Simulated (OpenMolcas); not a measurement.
Run report: BH, single-point calculation (part 2 of 4)

BH (borane(1)), multiplicity 3, SMILES [BH]; PBE0/def2-TZVPPD, UKS (OpenMolcas 26.06). The geometry is that of the parent species in another charge or spin state.

Geometry of the input (Å):
```
B  0.0000  0.0000  0.0000
H  0.0000  0.0000  1.2324
```

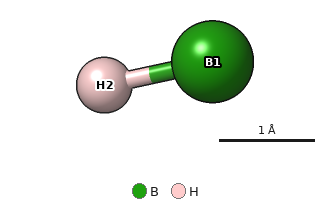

*The input geometry (ball-and-stick view, seen at a tilt; atoms are numbered from 1 in the order of the input).*

### Output, continued
```
        1 B1     1s         0.4977   -0.0698    0.0741   -0.0000    0.0070   -0.3540   -0.0000   -0.0325    0.0085   -0.0064
        2 B1     1s         0.5863   -0.1489    0.1512   -0.0000    0.0786    0.0510    0.0000   -0.0590    0.0257   -0.0209
        3 B1     1s         0.0255    0.2970   -0.2927    0.0000   -0.2695    1.6311   -0.0000    0.1624   -0.2113   -0.1297
        4 B1     1s        -0.0280    0.2923   -0.4178    0.0000   -0.3321   -1.7207   -0.0000   -0.1724    1.3908    1.2298
        5 B1     1s         0.0173    0.0301   -0.1165    0.0000    0.9336    2.0101    0.0000    1.9655    4.2410    1.8091
        6 B1     1s        -0.0065    0.0057   -0.0123    0.0000   -0.1269   -0.5655   -0.0000   -2.3328   -1.6278   -0.5250
        7 B1     2px       -0.0000   -0.0000   -0.0000   -0.2278   -0.0000   -0.0000    0.3450    0.0000    0.0000   -0.0000
        8 B1     2px        0.0000    0.0000   -0.0000   -0.2278   -0.0000   -0.0000    0.3461    0.0000    0.0000   -0.0000
        9 B1     2px        0.0000    0.0000   -0.0000   -0.1315    0.0000   -0.0000    0.3202   -0.0000   -0.0000    0.0000
       10 B1     2py        0.0000    0.0000    0.0000    0.3887   -0.0000   -0.0000    0.2022   -0.0000    0.0000    0.0000
       11 B1     2py       -0.0000   -0.0000    0.0000    0.3886    0.0000   -0.0000    0.2029   -0.0000    0.0000    0.0000
       12 B1     2py       -0.0000    0.0000    0.0000    0.2243   -0.0000   -0.0000    0.1877    0.0000   -0.0000    0.0000
       13 B1     2pz       -0.0039    0.1687    0.3274   -0.0000    0.1861   -0.3071   -0.0000    0.0753   -0.1934    0.0209
       14 B1     2pz        0.0031    0.1116    0.2895   -0.0000    0.2897    1.2494   -0.0000    0.1483    0.4955    0.4299
       15 B1     2pz        0.0000    0.0174    0.0942   -0.0000   -0.2303   -0.0142   -0.0000   -0.1090    1.9110    1.2987
       16 B1     3d2-      -0.0000    0.0018    0.0038   -0.0000    0.3301   -0.6354   -0.0000    0.0951    0.0826    0.0463
       17 B1     3d2-      -0.0001    0.0016    0.0070   -0.0000    0.4324    0.6387    0.0000    0.1146    0.0972    0.0300
       18 B1     3d2-       0.0000   -0.0002    0.0022   -0.0000    0.0454   -0.0720   -0.0000    0.0257    0.0333   -0.0562
       19 B1     3d1-      -0.0000   -0.0000   -0.0000   -0.0061   -0.0000    0.0000   -0.0043    0.0000   -0.0000    0.0000
       20 B1     3d1-      -0.0000   -0.0000   -0.0000   -0.0078    0.0000    0.0000   -0.0072   -0.0000    0.0000   -0.0000
       21 B1     3d1-      -0.0000   -0.0000   -0.0000   -0.0009   -0.0000    0.0000    0.0001    0.0000   -0.0000    0.0000
       22 B1     3d0        0.0009    0.0178    0.0049   -0.0000    0.1127    0.2054   -0.0000    0.0299    0.0545   -0.0183
       23 B1     3d0        0.0019    0.0134    0.0081   -0.0000    0.1623    0.3692    0.0000    0.0547    0.3163    0.1747
       24 B1     3d0        0.0003   -0.0004    0.0038   -0.0000    0.0087    0.0421   -0.0000   -0.0448    0.6889   -0.6062
       25 B1     3d1+       0.0000    0.0000    0.0000    0.0036   -0.0000   -0.0000   -0.0074   -0.0000   -0.0000    0.0000
       26 B1     3d1+      -0.0000   -0.0000    0.0000    0.0046    0.0000    0.0000   -0.0123   -0.0000    0.0000   -0.0000
       27 B1     3d1+       0.0000    0.0000    0.0000    0.0005   -0.0000   -0.0000    0.0001   -0.0000   -0.0000    0.0000
       28 B1     3d2+      -0.0000    0.0010    0.0021   -0.0000    0.1848   -0.3557   -0.0000    0.0532    0.0463    0.0259
       29 B1     3d2+      -0.0001    0.0009    0.0039   -0.0000    0.2421    0.3576    0.0000    0.0642    0.0544    0.0168
       30 B1     3d2+       0.0000   -0.0001    0.0012   -0.0000    0.0254   -0.0403    0.0000    0.0144    0.0186   -0.0315
       31 B1     4f3-      -0.0000    0.0000    0.0000    0.0000   -0.0000    0.0000   -0.0047   -0.0000   -0.0000    0.0000
       32 B1     4f2-      -0.0000    0.0012   -0.0004    0.0000    0.1331    0.0788   -0.0000    0.0364    0.0306    0.0128
       33 B1     4f1-      -0.0000   -0.0000    0.0000    0.0001   -0.0000    0.0000    0.0006   -0.0000    0.0000   -0.0000
       34 B1     4f0        0.0009    0.0056    0.0015   -0.0000   -0.0318    0.0880   -0.0000   -0.0075    0.0219    0.0203
       35 B1     4f1+       0.0000    0.0000   -0.0000   -0.0001   -0.0000   -0.0000    0.0010   -0.0000    0.0000   -0.0000
       36 B1     4f2+      -0.0000    0.0007   -0.0002    0.0000    0.0745    0.0441   -0.0000    0.0204    0.0171    0.0072
       37 B1     4f3+       0.0000    0.0000    0.0000    0.0011   -0.0000   -0.0000    0.0001   -0.0000    0.0000    0.0000
       38 H2     1s        -0.0044    0.1717    0.0954   -0.0000   -0.1402   -0.0446    0.0000   -0.0291   -0.0326   -0.0937
       39 H2     1s        -0.0131    0.2479    0.1604   -0.0000   -0.3442   -0.8941    0.0000   -0.0899   -0.2268   -0.4204
       40 H2     1s        -0.0071    0.1142    0.1037   -0.0000    0.0118   -0.6601    0.0000   -0.0942   -4.0247   -2.1999
       41 H2     2px       -0.0000   -0.0000   -0.0000   -0.0037   -0.0000    0.0000    0.0058    0.0000    0.0000   -0.0000
       42 H2     2px        0.0000    0.0000   -0.0000   -0.0123    0.0000   -0.0000    0.0259   -0.0000   -0.0000    0.0000
       43 H2     2px       -0.0000   -0.0000   -0.0000   -0.0064   -0.0000    0.0000    0.0110    0.0000    0.0000   -0.0000
       44 H2     2py       -0.0000   -0.0000    0.0000    0.0063   -0.0000    0.0000    0.0034   -0.0000    0.0000   -0.0000
       45 H2     2py        0.0000    0.0000    0.0000    0.0210   -0.0000   -0.0000    0.0152    0.0000   -0.0000    0.0000
       46 H2     2py        0.0000    0.0000    0.0000    0.0109    0.0000   -0.0000    0.0064   -0.0000    0.0000   -0.0000
       47 H2     2pz        0.0006   -0.0083   -0.0019    0.0000   -0.0061   -0.0116   -0.0000   -0.0064    0.0012   -0.0052
       48 H2     2pz        0.0038   -0.0125    0.0023   -0.0000   -0.1135    0.2823   -0.0000   -0.0510    0.1956    0.0881
       49 H2     2pz        0.0000    0.0012    0.0101   -0.0000   -0.0371    0.1085    0.0000   -0.0028    1.2749    0.7142
       50 H2     3d2-      -0.0000    0.0006    0.0001   -0.0000    0.0086    0.0240    0.0000    0.0023    0.0018    0.0002
       51 H2     3d1-      -0.0000   -0.0000   -0.0000   -0.0027   -0.0000    0.0000   -0.0018   -0.0000    0.0000   -0.0000
       52 H2     3d0       -0.0005    0.0010    0.0001   -0.0000    0.0145   -0.0613    0.0000    0.0043   -0.0072   -0.0019
       53 H2     3d1+       0.0000    0.0000    0.0000    0.0016   -0.0000   -0.0000   -0.0031   -0.0000    0.0000   -0.0000
       54 H2     3d2+      -0.0000    0.0003    0.0001   -0.0000    0.0048    0.0134    0.0000    0.0013    0.0010    0.0001

          Orbital           11        12        13        14        15        16        17        18        19        20
          Energy            0.1331    0.1308    0.1414    0.2824    0.1661    0.1646    0.3034    0.3437    0.3040    0.3011
          Occ. No.          0.0000    0.0000    0.0000    0.0000    0.0000    0.0000    0.0000    0.0000    0.0000    0.0000

        1 B1     1s        -0.0000   -0.0000    0.0000   -0.0843    0.0000    0.0000   -0.0026   -0.0115    0.0000   -0.0000
        2 B1     1s         0.0000    0.0000   -0.0000    0.0436    0.0000    0.0000    0.1080    0.0035    0.0000    0.0000
        3 B1     1s        -0.0000   -0.0000   -0.0000    0.2777   -0.0000    0.0000    0.2844   -0.3245   -0.0000   -0.0000
        4 B1     1s         0.0000    0.0000    0.0000   -0.4777   -0.0000   -0.0000   -1.9104    2.0271    0.0000    0.0000
        5 B1     1s         0.0000    0.0000   -0.0000    1.7164    0.0000    0.0000    4.2979   -5.6965    0.0000    0.0000
        6 B1     1s        -0.0000   -0.0000    0.0000   -0.7167   -0.0000   -0.0000   -2.9106    1.4954   -0.0000    0.0000
        7 B1     2px        0.0322   -0.0359   -0.0000    0.0000   -0.1332    0.2469   -0.0000   -0.0000    0.0436   -0.0766
        8 B1     2px        0.0736   -0.0774   -0.0000    0.0000   -0.3591    0.6746   -0.0000   -0.0000    0.2035   -0.3740
        9 B1     2px       -0.2899    0.3690   -0.0000   -0.0000    0.7737   -1.3666   -0.0000    0.0000    0.9848   -1.6685
       10 B1     2py       -0.0548   -0.0211   -0.0000    0.0000    0.2272    0.1447   -0.0000   -0.0000   -0.0744   -0.0449
       11 B1     2py       -0.1256   -0.0454   -0.0000    0.0000    0.6126    0.3955   -0.0000   -0.0000   -0.3472   -0.2193
       12 B1     2py        0.4945    0.2163   -0.0000   -0.0000   -1.3199   -0.8011   -0.0000    0.0000   -1.6800   -0.9781
       13 B1     2pz       -0.0000   -0.0000    0.0000   -0.0032   -0.0000   -0.0000   -0.1463   -0.1771   -0.0000   -0.0000
       14 B1     2pz        0.0000    0.0000   -0.0000    0.5065   -0.0000   -0.0000    0.4331   -0.3224    0.0000    0.0000
       15 B1     2pz        0.0000    0.0000   -0.0000    0.1096   -0.0000   -0.0000   -1.2688   -2.2462    0.0000    0.0000
       16 B1     3d2-       0.0000    0.0000   -0.0170   -0.0294    0.0000    0.0000   -0.1999    0.1580    0.0000    0.0000
       17 B1     3d2-       0.0000    0.0000    0.0137    0.3887    0.0000    0.0000   -0.0050    0.2136   -0.0000   -0.0000
       18 B1     3d2-      -0.0000   -0.0000   -0.4936   -0.9811    0.0000    0.0000    0.0326   -0.1558    0.0000    0.0000
       19 B1     3d1-       0.0232    0.0135   -0.0000   -0.0000    0.0096    0.0035   -0.0000    0.0000    0.0350    0.0201
       20 B1     3d1-      -0.0032   -0.0069    0.0000    0.0000   -0.0187   -0.0143    0.0000   -0.0000   -0.0000   -0.0064
       21 B1     3d1-       1.0162    0.5964   -0.0000   -0.0000    0.0345   -0.0426   -0.0000    0.0000   -1.3418   -0.7852
       22 B1     3d0       -0.0000   -0.0000   -0.0000    0.1067    0.0000    0.0000    0.0129    0.0825   -0.0000   -0.0000
       23 B1     3d0        0.0000    0.0000   -0.0000    0.1902   -0.0000   -0.0000    0.1285    0.2402    0.0000    0.0000
       24 B1     3d0       -0.0000    0.0000   -0.0000    0.1516    0.0000    0.0000   -0.9287   -1.5897   -0.0000   -0.0000
       25 B1     3d1+      -0.0136    0.0231    0.0000   -0.0000   -0.0056    0.0060   -0.0000    0.0000   -0.0205    0.0343
       26 B1     3d1+       0.0019   -0.0118    0.0000    0.0000    0.0110   -0.0245    0.0000   -0.0000    0.0000   -0.0109
       27 B1     3d1+      -0.5957    1.0174   -0.0000   -0.0000   -0.0202   -0.0726   -0.0000    0.0000    0.7866   -1.3395
       28 B1     3d2+       0.0000    0.0000    0.0303   -0.0165    0.0000    0.0000   -0.1119    0.0884    0.0000    0.0000
       29 B1     3d2+      -0.0000   -0.0000   -0.0244    0.2176    0.0000    0.0000   -0.0028    0.1196   -0.0000   -0.0000
       30 B1     3d2+       0.0000    0.0000    0.8817   -0.5493    0.0000    0.0000    0.0182   -0.0872    0.0000    0.0000
       31 B1     4f3-       0.0000    0.0000    0.0000   -0.0000    0.0000   -0.0023    0.0000    0.0000    0.0000    0.0007
       32 B1     4f2-       0.0000    0.0000    0.0006    0.0835    0.0000    0.0000   -0.0216    0.0613   -0.0000   -0.0000
       33 B1     4f1-      -0.0094   -0.0054    0.0000    0.0000    0.0057    0.0044    0.0000   -0.0000    0.0121    0.0064
       34 B1     4f0       -0.0000   -0.0000   -0.0000    0.0086   -0.0000   -0.0000    0.0393    0.0084    0.0000    0.0000
       35 B1     4f1+       0.0055   -0.0091   -0.0000    0.0000   -0.0033    0.0075    0.0000   -0.0000   -0.0071    0.0109
       36 B1     4f2+       0.0000    0.0000   -0.0011    0.0468    0.0000    0.0000   -0.0121    0.0343   -0.0000   -0.0000
       37 B1     4f3+       0.0001   -0.0000   -0.0000   -0.0000    0.0001    0.0000   -0.0000   -0.0000    0.0001   -0.0000
       38 H2     1s        -0.0000   -0.0000    0.0000   -0.0743    0.0000    0.0000    0.0765    0.0478   -0.0000   -0.0000
       39 H2     1s         0.0000    0.0000    0.0000   -0.3836    0.0000    0.0000   -0.1309   -0.1851   -0.0000   -0.0000
       40 H2     1s        -0.0000   -0.0000    0.0000   -0.6667   -0.0000   -0.0000    0.8207    3.9518   -0.0000   -0.0000
       41 H2     2px        0.0010   -0.0012   -0.0000    0.0000   -0.0039    0.0076   -0.0000   -0.0000   -0.0146    0.0245
       42 H2     2px       -0.0407    0.0674   -0.0000   -0.0000    0.0118   -0.0241   -0.0000    0.0000    0.0329   -0.0541
       43 H2     2px        0.2196   -0.3405    0.0000    0.0000   -0.1906    0.3939    0.0000   -0.0000   -1.5523    2.6541
       44 H2     2py       -0.0017   -0.0007   -0.0000    0.0000    0.0066    0.0045   -0.0000   -0.0000    0.0250    0.0144
       45 H2     2py        0.0695    0.0395   -0.0000   -0.0000   -0.0202   -0.0141   -0.0000    0.0000   -0.0561   -0.0317
       46 H2     2py       -0.3747   -0.1996    0.0000    0.0000    0.3252    0.2309    0.0000   -0.0000    2.6480    1.5558
       47 H2     2pz       -0.0000   -0.0000    0.0000   -0.0063    0.0000    0.0000    0.0152    0.0175    0.0000    0.0000
       48 H2     2pz       -0.0000   -0.0000   -0.0000    0.0381    0.0000    0.0000    0.1108   -0.0523    0.0000    0.0000
       49 H2     2pz        0.0000    0.0000   -0.0000    0.1337    0.0000   -0.0000    1.0184    0.9623    0.0000    0.0000
       50 H2     3d2-       0.0000    0.0000   -0.0014    0.0070    0.0000    0.0000    0.0022    0.0032    0.0000    0.0000
       51 H2     3d1-      -0.0026   -0.0015    0.0000    0.0000    0.0020    0.0011    0.0000   -0.0000    0.0013    0.0005
       52 H2     3d0        0.0000    0.0000    0.0000   -0.0092   -0.0000   -0.0000   -0.0194    0.0108   -0.0000   -0.0000
       53 H2     3d1+       0.0015   -0.0025    0.0000    0.0000   -0.0012    0.0019    0.0000   -0.0000   -0.0008    0.0009
       54 H2     3d2+       0.0000    0.0000    0.0025    0.0039    0.0000    0.0000    0.0012    0.0018    0.0000    0.0000

          Orbital           21        22        23        24        25        26        27        28        29        30
          Energy            0.3684    0.4907    0.5399    0.5549    1.0574    0.5479    1.3486    0.9233    2.5500    0.9178
          Occ. No.          0.0000    0.0000    0.0000    0.0000    0.0000    0.0000    0.0000    0.0000    0.0000    0.0000
```
